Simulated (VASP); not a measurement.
Band structure of InP (zinc blende). Method: LDA (Ceperley-Alder, Perdew-Zunger), VASP's LDA PAW potentials (set 64) (plane waves; VASP).

Unless said otherwise, spin-orbit coupling is left out, though it shifts the bands of the heavy elements here.

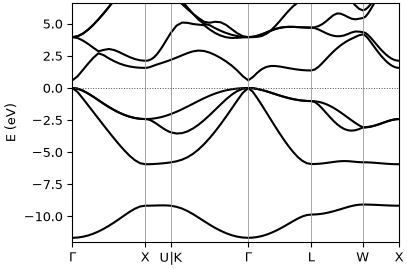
Bands along high-symmetry lines, zero at the valence-band maximum or, without a gap, the Fermi level

Read the plot: is there a gap, and where are the band edges?

The gap is direct, 0.60 eV, from the valence maximum at Γ to the conduction minimum at Γ. (Edges off the drawn lines would not show.)

Measured: gap 1.47 eV (computed value off by -0.87 eV), as given by Wei Chen et al., Physical Review Materials (2018), doi:10.1103/physrevmaterials.2.073803 [zero-point renormalisation of 0.05 eV added back (the table's ZPR column)].

The compound is InP in the zinc blende structure. It was relaxed first.
